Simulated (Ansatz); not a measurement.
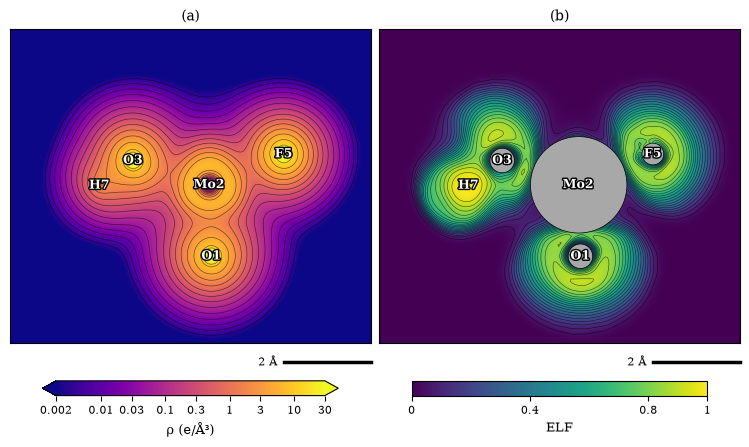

*F$_{3}$HMoO$_{2}$. (a) electron density; (b) electron localisation function on the plane of atoms O1, Mo2 and F5. Grey discs cover the atomic cores in the ELF map.*

Geometry: PBE0-D4/def2-TZVP; core potentials replace the inner electrons of Mo.

All numbers below come from isolated molecule in a Gaussian basis; Hartree-Fock in Ansatz.

Input file:

```
crystal:
  periodic: [false, false, false]
  atoms:
    - {symbol: O, position_ang: [-1.375200, -0.627600, 0.834900]}
    - {symbol: Mo, position_ang: [-0.273700, 0.170500, -0.086500]}
    - {symbol: O, position_ang: [1.386300, -0.601500, 0.157000]}
    - {symbol: F, position_ang: [-0.420900, -0.734000, -1.692900]}
    - {symbol: F, position_ang: [-1.066000, 1.543700, -1.033900]}
    - {symbol: F, position_ang: [0.232800, 1.536700, 1.052200]}
    - {symbol: H, position_ang: [1.578000, -1.355600, 0.723500]}
basis:
  gaussian: {orbitals: def2-SVP}
output: {forces: true, orbitals: {seedname: orbitals}}
accuracy: high
hamiltonian: {xc: hf}
```

Command:

```sh
ansatz run molecule.yaml --threads 1 --pin off --max-ram 2610MiB --events-out events.jsonl --progress --plain --runs-dir runs
```

### Interpret the plot.

Atoms in the plane: O, Mo, F and H.
Mo–O (1.64 Å): the density is about 2.2 e/Å³ at the midpoint; the ELF peaks at about 0.75 in the valence shell of O, 0.5 Å from its nucleus, and drops to about 0.45 between the two atoms.
Mo–F (1.85 Å): ρ at the midpoint is about 1.1 e/Å³; the ELF peaks at about 0.85 in the valence shell of F, 0.5 Å from its nucleus, and drops to about 0.25 between the two atoms.
O–H (0.96 Å): ρ is about 3.7 e/Å³ halfway; the ELF climbs to about 1 towards the hydrogen, as it does in any bond to H: a covalent bond by its length.
Mo–O (1.85 Å): ρ is about 1.2 e/Å³ halfway; the ELF peaks at about 0.85 in the valence shell of O, 0.5 Å from its nucleus, and drops to about 0.30 between the two atoms.
